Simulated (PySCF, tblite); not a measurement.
**C2H11N3Si: geometry, infrared bands and NMR shifts**

Aim: predict the infrared bands and NMR shifts of C2H11N3Si (`CN[SiH](N)NC`).

Programs: tblite 0.8.0 and PySCF 2.14.0, with density-fitted response routines of our own. Each step states its level of theory. These are calculated values for one molecule in the gas phase, unless marked as measured. Atoms are numbered from 0 throughout.

### 1 The starting structure

17 atoms, charge 0, multiplicity 1; geometry from: force field or distance geometry start.

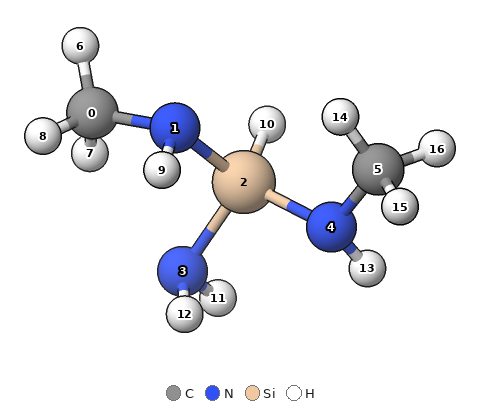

As it starts; carbon grey, nitrogen blue, silicon light orange, hydrogen white, atoms numbered.

### 2 Relaxing the molecule with GFN2-xTB

The job: settings as JSON, then the geometry in Å.

```
{"job": {"kind": "relax", "xc": "GFN2-xTB", "basis": "xTB"}, "charge": 0, "multiplicity": 1}
C      2.407100    -0.527300     0.242300
N      0.968100    -0.700900     0.485000
Si     0.021500     0.111000    -0.785500
N      0.713100     1.781800    -0.867400
N     -1.673600     0.333700    -0.294300
C     -2.339800    -0.856300     0.141500
H      2.905000    -1.469400    -0.009500
H      2.513300     0.267800    -0.512200
H      2.865200    -0.147700     1.167400
H      0.778800    -0.176400     1.390400
H      0.191300    -0.625100    -2.036200
H      0.279100     2.217600    -1.696600
H      0.293600     2.261700    -0.009500
H     -2.225100     0.953100    -0.913300
H     -1.670900    -1.603600     0.583600
H     -3.044200    -0.540800     0.966700
H     -2.989500    -1.267500    -0.653800
```

Launch:

```console
OMP_NUM_THREADS=1 python probes_run.py task.json out
```

This one command runs all jobs of the session in turn.

**Question.** This job is followed by: GFN2-xTB harmonic vibrations, gas phase; GIAO PBE0/pcSseg-1 NMR shielding, non-relativistic, gas phase. Predict these results of the whole session: strongest single infrared mode (GFN2-xTB); zero-point energy (GFN2-xTB); 13C shifts against TMS (PBE0/pcSseg-1, means over atoms taken as alike); 1H shifts against TMS (PBE0/pcSseg-1, means over atoms taken as alike); 15N shifts against NH3 (PBE0/pcSseg-1, means over atoms taken as alike); 29Si shifts against TMS (PBE0/pcSseg-1).

**Answer**, as computed:

```
                                                               quantity                        value
                              strongest single infrared mode (GFN2-xTB)        2132 cm⁻¹, 350 km/mol
                                           zero-point energy (GFN2-xTB)                88.3 kcal/mol
13C shifts against TMS (PBE0/pcSseg-1, means over atoms taken as alike)                     30.0 ppm
 1H shifts against TMS (PBE0/pcSseg-1, means over atoms taken as alike)  5.17, 2.75, 0.15, -0.12 ppm
15N shifts against NH3 (PBE0/pcSseg-1, means over atoms taken as alike)               30.1, 22.4 ppm
                                29Si shifts against TMS (PBE0/pcSseg-1)                    -32.0 ppm
```

**Reading.** Relaxing lowered the energy by 0.885 eV in 100 steps; the close pair that moved most is Si2–N3, from 1.810 to 1.725 Å. All 45 modes are real, so the xTB geometry is a minimum. The strongest single mode, at 2132 cm⁻¹, moves mainly H10. GFN2-xTB is a fitted tight-binding method: band positions and strengths are rough. Its intensities can rank the bands wrongly. At PBE0/pcSseg-1: Shielding is most anisotropic at N3 (span 65 ppm, paramagnetic term -75 ppm).
